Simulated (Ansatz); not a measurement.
Input

```
crystal:
  lattice:
    - [4.8845378659, 0.0, 0.0]
    - [0.0, 4.8845378659, 0.0]
    - [0.0, 0.0, 4.8845378659]
  atoms:
    - { symbol: Sc, position: [0.0, 0.0, 0.0] }
    - { symbol: Si, position: [0.5, 0.5, 0.5] }
    - { symbol: S, position: [0.5, 0.0, 0.0] }
    - { symbol: S, position: [0.0, 0.5, 0.0] }
    - { symbol: S, position: [0.0, 0.0, 0.5] }
basis:
  ecutwfc: 420
kpoints:
  mp_grid: { grid: [8, 8, 8] }
hamiltonian:
  xc: pbe
scf:
  occupations: { method: gaussian, width: 0.1 }
output:
  forces: true
  stress: true
  eigenvalues: true
  write_density: true
  write_potential: true
  elf: true
  volumetric_format: npy
relax:
  adjacent_minimum: "off"
  f_tol: 0.01
  max_steps: 80
  cell: { stress_tol: 0.05 }
```

Run with:

```sh
ansatz run input.yaml --threads 1 --pin off --max-ram 2560MiB --backend cpu --events-out ev --progress --plain --runs-dir out
```

Below, planes, directions and counts refer to the conventional cell (a = 4.88 Å, b = 4.88 Å, c = 4.88 Å, α = 90.00°, β = 90.00°, γ = 90.00°).

The fields are those of the run's last geometry, not of the input's.

Space group Pm-3m; a structure generated by program, which may or may not match a known phase; computed without spin polarisation.

Computed with Ansatz, DFT PBE, scalar-relativistic, plane waves, PAW.

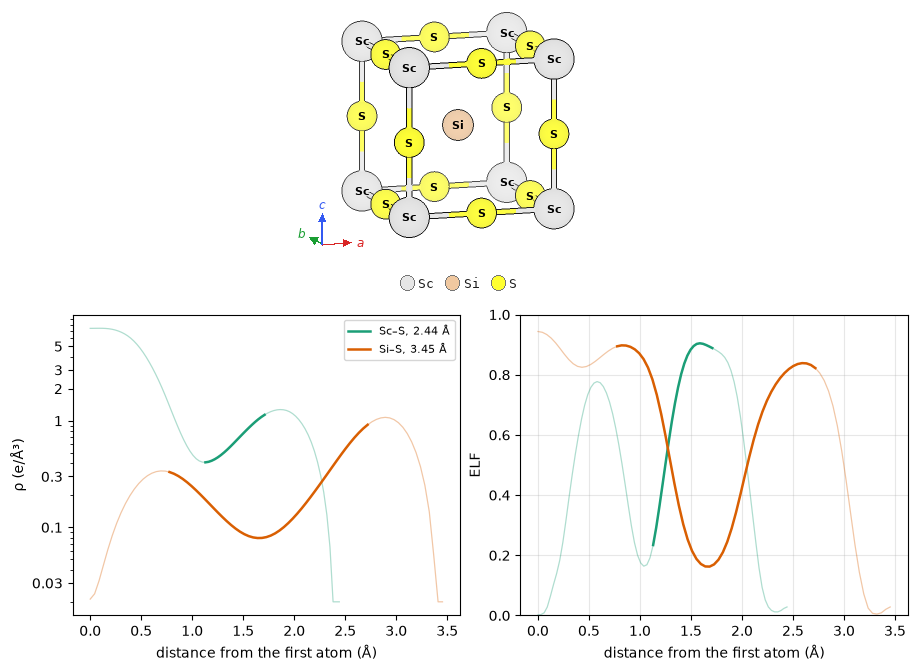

ScSiS$_{3}$. Valence pseudo-density and ELF along straight lines between neighbouring atoms. Thin, pale parts lie inside the atomic spheres. The structure is drawn too.

The density is the valence pseudo-density of a PAW calculation; it isn't the true density close to the nuclei.

Q: Compare the contacts.

A: Sc–S (2.44 Å): ρ is about 0.44 e/Å³ halfway; the ELF peaks at about 0.90 in the valence shell of S, 0.9 Å from its nucleus, and is about 0.45 at the midpoint.
Si–S (3.45 Å): ρ is about 0.08 e/Å³ halfway; the ELF is about 0.15 at the midpoint (no localised pair shows between them).
